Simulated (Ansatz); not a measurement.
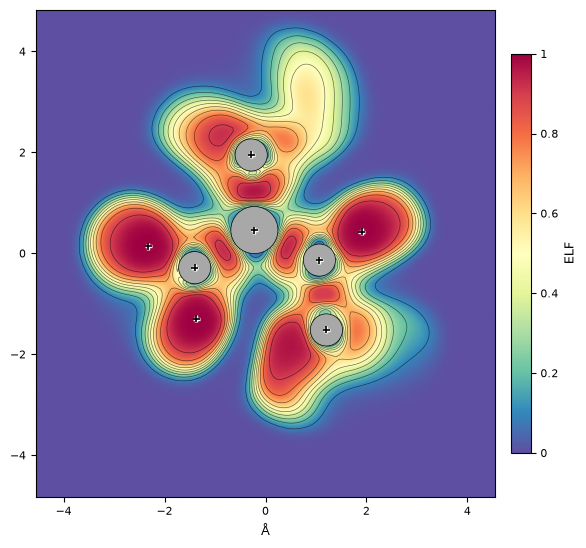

The ELF on a plane through atoms (crosses mark nuclei in the plane; grey discs cover the cores).

The calculation used isolated molecule in a Gaussian basis; Kohn-Sham density functional theory, functional PBE0 in Ansatz.

Candidates:
A. CHLiOSi (SMILES [Li][SiH]=C=O)
B. C$_{2}$HLiN (SMILES [Li][C]1=[N+]=C1) (charge +1)
C. BH$_{6}$N$_{5}$ (SMILES N=NB(N)NN)

> Which system is this?

Candidate C: BH$_{6}$N$_{5}$ on the plane of atoms H8, N4 and H9, which holds B, N and H. B–N (1.40 Å): the ELF peaks at about 0.95 between the atoms: a short, strongly polar bond. N–H (1.01 Å): the ELF climbs to about 1 towards the hydrogen, as it does in any bond to H; an ordinary covalent bond to hydrogen.
